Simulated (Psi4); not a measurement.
# CuNH3Cl (SMILES [NH3+][Cu-][Cl]), step by step, part 2 of 3

Psi4 1.11. The steps go on from the part before.

## (3) A structure relaxation at PBE0-D4/def2-TZVP (density fitting) (run 2)

input.inp

```
memory 3.3 GB

molecule m {
  0 1
  N     -0.773117    -0.075853     0.252207
  Cu     1.071237     0.050854    -0.304896
  Cl     3.064196     0.196716    -0.925100
  H     -1.139652    -1.036934     0.174804
  H     -1.393831     0.519038    -0.318081
  H     -0.913686     0.211764     1.232943
  symmetry c1
}

set {
  basis                   def2-TZVP
  scf_type                df
  geom_maxiter            50
  max_force_g_convergence 0.0002
}

E, wfn = opt('pbe0-d4', return_wfn=True)
```

The run is started by

```bash
psi4 -n 2 input.inp input.out
```

input.out:

```text
Psi4 1.11 release

gradient() will perform analytic gradient computation.

   => Loading Basis Set <=

    Name: DEF2-TZVP
    Role: ORBITAL
    Keyword: BASIS

   => PBE0-D4(BJ,EEQ)ATM: Empirical Dispersion <=

        a1 =       0.400856
        a2 =       5.029288
       alp =      16.000000
        s6 =       1.000000
        s8 =       1.200655
        s9 =       1.000000
        ga =       3.000000
        gc =       2.000000
        wf =       6.000000

         ---------------------------------------------------------
                                   SCF
                              RKS Reference
                        2 Threads,   3147 MiB Core
         ---------------------------------------------------------

  ==> Geometry <==

    Molecular point group: c1
    Full point group: C1

    Geometry (in Angstrom), charge = 0, multiplicity = 1:

       Center              X                  Y                   Z               Mass
    ------------   -----------------  -----------------  -----------------  -----------------
         N           -2.167624504067    -0.151628087745     0.660358424741    14.003074004430
         CU          -0.323270504067    -0.024921087745     0.103255424741    62.929597720000
         CL           1.669688495933     0.120940912255    -0.516948575259    34.968852682000
         H           -2.534159504067    -1.112709087745     0.582955424741     1.007825032230
         H           -2.788338504067     0.443262912255     0.090070424741     1.007825032230
         H           -2.308193504067     0.135988912255     1.641094424741     1.007825032230

  Running in c1 symmetry.

  Rotational constants: A =      6.12240  B =      0.08040  C =      0.08039 [cm^-1]
  Rotational constants: A = 183544.83421  B =   2410.20842  C =   2410.17429 [MHz]
  Nuclear repulsion =  232.010315201885959

  Charge       = 0
  Multiplicity = 1
  Electrons    = 56
  Nalpha       = 28
  Nbeta        = 28

  ==> Algorithm <==

  SCF Algorithm Type is DF.
  DIIS enabled.
  MOM disabled.
  Fractional occupation disabled.
  Guess Type is SAD.
  Energy threshold   = 1.00e-08
  Density threshold  = 1.00e-08
  Integral threshold = 1.00e-12

  ==> Primary Basis <==

  Basis Set: DEF2-TZVP
    Blend: DEF2-TZVP
    Number of shells: 51
    Number of basis functions: 131
    Number of Cartesian functions: 148
    Spherical Harmonics?: true
    Max angular momentum: 3

  ==> DFT Potential <==

   => LibXC <=

    Version 7.1.2

   => Composite Functional: PBE0-D4BJEEQATM <=

    PBE0-d4bjeeqatm Hyb-GGA Exchange-Correlation Functional

    Deriv               =              1
    GGA                 =           TRUE
    Meta                =          FALSE

    Exchange Hybrid     =           TRUE
    MP2 Hybrid          =          FALSE

   => Exchange Functionals <=

    0.7500   Perdew, Burke & Ernzerhof

   => Exact (HF) Exchange <=

    0.2500               HF

   => Correlation Functionals <=

    1.0000   Perdew, Burke & Ernzerhof

   => LibXC Density Thresholds  <==

    XC_HYB_GGA_XC_PBEH:  1.00E-15

   => Molecular Quadrature <=

    Radial Scheme          =       TREUTLER
    Pruning Scheme         =           NONE
    Nuclear Scheme         =       TREUTLER

    Blocking Scheme        =         OCTREE
    BS radius alpha        =              1
    Pruning alpha          =              1
    Radial Points          =             75
    Spherical Points       =            302
    Total Points           =         130404
    Total Blocks           =           1046
    Max Points             =            256
    Max Functions          =            127
    Weights Tolerance      =       1.00E-15

   => Loading Basis Set <=

    Name: (DEF2-TZVP AUX)
    Role: JKFIT
    Keyword: DF_BASIS_SCF

  ==> Integral Setup <==

  DFHelper Memory: AOs need 0.070 GiB; user supplied 1.977 GiB.
  SCF_SUBTYPE=INCORE selected. In-core MEM_DF algorithm will be used.
  Using in-core AOs.

  ==> MemDFJK: Density-Fitted J/K Matrices <==

    J tasked:                   Yes
    K tasked:                   Yes
    wK tasked:                   No
    Memory [MiB]:              2024
    Algorithm:                 Core
    Schwarz Cutoff:           1E-12
    Mask sparsity (%):       6.0369
    Fitting Condition:        1E-10

   => Auxiliary Basis Set <=

  Basis Set: (DEF2-TZVP AUX)
    Blend: DEF2-UNIVERSAL-JKFIT
    Number of shells: 139
    Number of basis functions: 523
    Number of Cartesian functions: 685
    Spherical Harmonics?: true
    Max angular momentum: 6

  Cached 100.0% of DFT collocation blocks in 0.328 [GiB].

  Minimum eigenvalue in the overlap matrix is 3.4412211824E-03.
  Reciprocal condition number of the overlap matrix is 5.1001324572E-04.
    Using symmetric orthogonalization.

  ==> Pre-Iterations <==

  SCF Guess: Superposition of Atomic Densities via on-the-fly atomic UHF (no occupation information).

   -------------------------
    Irrep   Nso     Nmo
   -------------------------
     A        131     131
   -------------------------
    Total     131     131
   -------------------------

  ==> Iterations <==

                           Total Energy        Delta E     RMS |[F,P]|

[... 1 line left out ...]
   @DF-RKS iter   1: -2153.57981908313059    8.63603e-01   3.31067e-02 ADIIS/DIIS
[... 2 lines left out ...]
   @DF-RKS iter   4: -2156.62357253624623   -7.54815e-02   7.93964e-03 ADIIS/DIIS
[... 2 lines left out ...]
   @DF-RKS iter   7: -2156.95397217291429   -2.58766e-03   5.10953e-05 DIIS
[... 2 lines left out ...]
   @DF-RKS iter  10: -2156.95399057969371   -8.20657e-07   1.78556e-06 DIIS
[... 2 lines left out ...]
   @DF-RKS iter  13: -2156.95399059950705   -6.00267e-11   1.08978e-08 DIIS
[... 29 lines left out ...]
    Final Occupation by Irrep:
[... 10 lines left out ...]
    One-Electron Energy =               -3463.5363058929742692
[... 2 lines left out ...]
    Empirical Dispersion Energy =          -0.0028277087571247
[... 16 lines left out ...]
 Dipole X            :          3.7454913           -7.1700050           -3.4245137
[... 76 lines left out ...]
    Weights Tolerance      =       1.00E-15
[... 56 lines left out ...]
	   Step    Total Energy     Delta E     Max Force     RMS Force      Max Disp      RMS Disp   ~
[... 136 lines left out ...]
                           Total Energy        Delta E     RMS |[F,P]|
[... 3 lines left out ...]
   @DF-RKS iter   2: -2156.95455441938475    1.35936e-05   9.67608e-05 DIIS
[... 2 lines left out ...]
   @DF-RKS iter   5: -2156.95462041937662   -1.04259e-06   1.35380e-06 DIIS
[... 2 lines left out ...]
   @DF-RKS iter   8: -2156.95462042935560   -7.59428e-11   2.29548e-08 DIIS
[... 8 lines left out ...]
    Final Occupation by Irrep:
[... 10 lines left out ...]
    One-Electron Energy =               -3464.6601812708686339
[... 2 lines left out ...]
    Empirical Dispersion Energy =          -0.0028316850101579
[... 16 lines left out ...]
 Dipole X            :          3.7377348           -7.1469052           -3.4091704
[... 45 lines left out ...]
    Weights Tolerance      =       1.00E-15
[... 56 lines left out ...]
	   Step    Total Energy     Delta E     Max Force     RMS Force      Max Disp      RMS Disp
[... 105 lines left out ...]
                           Total Energy        Delta E     RMS |[F,P]|
[... 3 lines left out ...]
   @DF-RKS iter   2: -2156.95465938648067    3.41106e-08   1.08018e-05 DIIS
[... 2 lines left out ...]
   @DF-RKS iter   5: -2156.95465992790605   -1.74441e-08   2.94404e-07 DIIS
[... 2 lines left out ...]
   @DF-RKS iter   8: -2156.95465992852996   -2.27374e-12   9.56952e-09 DIIS
[... 13 lines left out ...]
  @DF-RKS Final Energy: -2156.95465992852996
[... 5 lines left out ...]
    Two-Electron Energy =                1153.1477598721551203
[... 2 lines left out ...]
    VV10 Nonlocal Energy =                  0.0000000000000000
[... 16 lines left out ...]
 Dipole Y            :          0.2557735           -0.4967013           -0.2409278
[... 94 lines left out ...]
	                                 ==> Convergence Check <==
[... 8 lines left out ...]
	  Convergence Criteria              o    2.00e-04 *             o             o             o
[... 94 lines left out ...]
   @DF-RKS iter   0: -2156.95553668979846   -2.15696e+03   1.02522e-04
[... 2 lines left out ...]
   @DF-RKS iter   3: -2156.95467288538021   -5.11933e-07   3.58903e-06 DIIS
[... 2 lines left out ...]
   @DF-RKS iter   6: -2156.95467293178172   -9.50422e-11   5.27500e-08 DIIS
[... 29 lines left out ...]
    Final Occupation by Irrep:
[... 5 lines left out ...]
  @DF-RKS Final Energy: -2156.95467293180354

   => Energetics <=

    Nuclear Repulsion Energy =            232.8436610333533565
    One-Electron Energy =               -3465.1508509355157912
    Two-Electron Energy =                1153.2312033300750045
    DFT Exchange-Correlation Energy =     -77.8758540703199742
    Empirical Dispersion Energy =          -0.0028322893958741
    VV10 Nonlocal Energy =                  0.0000000000000000
    Total Energy =                      -2156.9546729318035432

Computation Completed

Properties will be evaluated at   0.000000,   0.000000,   0.000000 [a0]

Properties computed using the SCF density matrix

 Multipole Moments:

 ------------------------------------------------------------------------------------
     Multipole            Electronic (a.u.)      Nuclear  (a.u.)        Total (a.u.)
 ------------------------------------------------------------------------------------

 L = 1.  Multiply by 2.5417464519 to convert [e a0] to [Debye]
 Dipole X            :          3.7399664           -7.1282698           -3.3883034
 Dipole Y            :          0.2588493           -0.4986579           -0.2398086
 Dipole Z            :         -1.1268278            2.1605534            1.0337255
 Magnitude           :                                                    3.5505910

 ------------------------------------------------------------------------------------

	total time  =          9 seconds =       0.15 minutes

         ------------------------------------------------------------
                                   SCF GRAD
         ------------------------------------------------------------

  ==> Geometry <==

    Molecular point group: c1
    Full point group: C1

    Geometry (in Angstrom), charge = 0, multiplicity = 1:

       Center              X                  Y                   Z               Mass
    ------------   -----------------  -----------------  -----------------  -----------------
         N           -2.171089044902    -0.152906502999     0.661022372511    14.003074004430
         CU          -0.320226374782    -0.023401606341     0.099557488225    62.929597720000
         CL           1.664038028882     0.118698166855    -0.510242463618    34.968852682000
         H           -2.517102234092    -1.103909967672     0.581444985685     1.007825032230
         H           -2.771189660132     0.437609555823     0.093879730568     1.007825032230
         H           -2.288284331472     0.133545277886     1.627789002170     1.007825032230

  Nuclear repulsion =  232.843661033353357

   => Molecular Quadrature <=

    Radial Scheme          =       TREUTLER
    Pruning Scheme         =           NONE
    Nuclear Scheme         =       TREUTLER

    Blocking Scheme        =         OCTREE
    BS radius alpha        =              1
    Pruning alpha          =              1
    Radial Points          =             75
    Spherical Points       =            302
    Total Points           =         130369
    Total Blocks           =           1049
    Max Points             =            256
    Max Functions          =            127
    Weights Tolerance      =       1.00E-15

  -Total Gradient:
     Atom            X                  Y                   Z
    ------   -----------------  -----------------  -----------------
       1        0.000073131697     0.000028595839    -0.000016747452
       2       -0.000034379771    -0.000045106302     0.000072852227
       3       -0.000067781672     0.000014669514    -0.000020437545
       4        0.000012426577    -0.000003011276    -0.000003937941
       5        0.000027169039     0.000008980160    -0.000016545930
       6       -0.000025840098    -0.000006873678    -0.000004628915

	total time  =          6 seconds =       0.10 minutes

    			-----------------------------------------

    			 OPTKING 3.0: for geometry optimizations

    			        with contributions from

    			-----------------------------------------

	                            ===> Fragment 1 <==

	 Z (Atomic Numbers)          Masses                          Geom
	       7.000000            14.003074         -4.10276369 -0.28895141  1.24915125
	      29.000000            62.929598         -0.60514015 -0.04422263  0.18813639
	      17.000000            34.968853          3.14457614  0.22430703 -0.96421851
	       1.000000             1.007825         -4.75663385 -2.08608751  1.09877178
	       1.000000             1.007825         -5.23678950  0.82696221  0.17740698
	       1.000000             1.007825         -4.32423068  0.25236400  3.07607540

	 - Coordinate -           - BOHR/RAD -       - ANG/DEG -
	 R(1,2)           =         3.663197           1.938481
	 R(1,4)           =         1.918296           1.015118
	 R(1,5)           =         1.918310           1.015126
[... 9 lines of this table left out ...]
	 B(5,1,6)         =         1.875158         107.438665

	        --- Internal Coordinate Step in ANG or DEG, aJ/ANG or AJ/DEG ---
	-------------------------------------------------------------------------------
	           Coordinate      Previous         Force          Change          New
	           ----------      --------        ------          ------        ------
	               R(1,2)       1.93848        0.00090        0.00037       1.93885
	               R(1,4)       1.01512        0.00002       -0.00000       1.01512
	               R(1,5)       1.01513        0.00002       -0.00000       1.01513
[... 9 lines of this table left out ...]
	             B(5,1,6)     107.43866       -0.00000        0.00256     107.44122
	-------------------------------------------------------------------------------

	                                 ==> Convergence Check <==

	Measures of convergence in internal coordinates in au.

	Criteria marked as inactive (o), active & met (*), and active & unmet ( ).

	----------------------------------------------------------------------------------------------
	   Step    Total Energy     Delta E     Max Force     RMS Force      Max Disp      RMS Disp
	----------------------------------------------------------------------------------------------
	  Convergence Criteria              o    2.00e-04 *             o             o             o
	----------------------------------------------------------------------------------------------
	     4   -2156.95467293   -1.30e-05 o    1.80e-04 *    6.49e-05 o    7.68e-04 o    3.31e-04 o  ~
	----------------------------------------------------------------------------------------------

Next Geometry in Ang
	Fragment 1 (Ang)

	    N  -2.1712891149  -0.1529090499   0.6609074438
	   Cu  -0.3201954512  -0.0231383877   0.0989773513
	   Cl   1.6644667477   0.1185521681  -0.5098524991
	    H  -2.5171989556  -1.1039671291   0.5815442133
	    H  -2.7717863342   0.4375464166   0.0941227853
	    H  -2.2878505084   0.1335509055   1.6277518208

    Final optimized geometry and variables:
    Molecular point group: c1
    Full point group: C1

    Geometry (in Angstrom), charge = 0, multiplicity = 1:

    N           -2.171089044902    -0.152906502999     0.661022372511
    CU          -0.320226374782    -0.023401606341     0.099557488225
    CL           1.664038028882     0.118698166855    -0.510242463618
    H           -2.517102234092    -1.103909967672     0.581444985685
    H           -2.771189660132     0.437609555823     0.093879730568
    H           -2.288284331472     0.133545277886     1.627789002170

    Psi4 run time: 0:01:11.97

[set-up sections that repeat, and orbital energies of the middle runs, are left out above]
```

On the terminal:

```text
Optimizer: Optimization complete!
```

Run time: 75 s. Hardware: 2 threads of Intel Xeon at 2.50GHz (Skylake/Cascade Lake), shared host; peak memory 0.75 GiB.

Step by step:

| step | energy from the first frame kept (eV) | largest force (eV/Å) |
| --- | --- | --- |
| 0 | 0.0000 | 0.8966 |
| 1 | -0.0171 | 0.2059 |
| 2 | -0.0182 | 0.0823 |
| 3 | -0.0186 | 0.0048 |

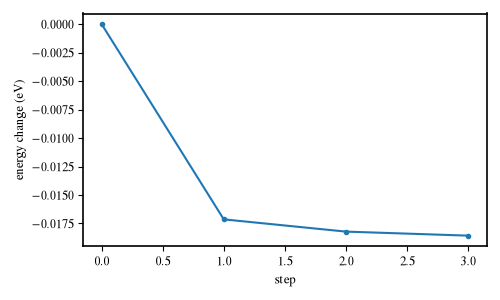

Energy along the run.

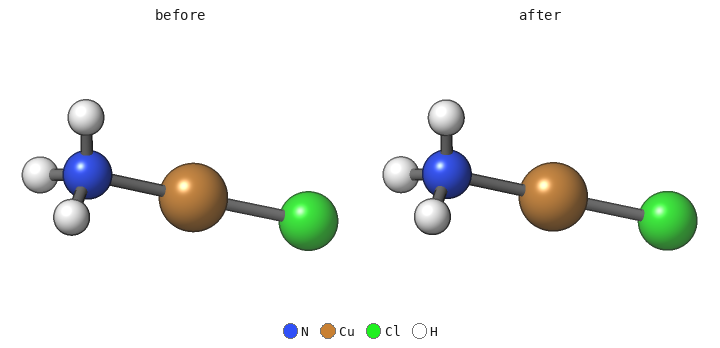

Before and after, at one scale.

After the run. Bond lengths: N1–Cu2 1.938 Å, Cu2–Cl3 2.081 Å, N1–H4 1.015 Å, N1–H5 1.015 Å, N1–H6 1.015 Å. Angles: N1–Cu2–Cl3 179.8°, Cu2–N1–H4 111.4°, Cu2–N1–H5 111.3°, Cu2–N1–H6 111.5°, H4–N1–H5 107.4°, H4–N1–H6 107.4°, H5–N1–H6 107.4°.

Runs 3 to 4 aren't shown in full; the table further down has their settings and results.

(Continued in part 3 of 3.)
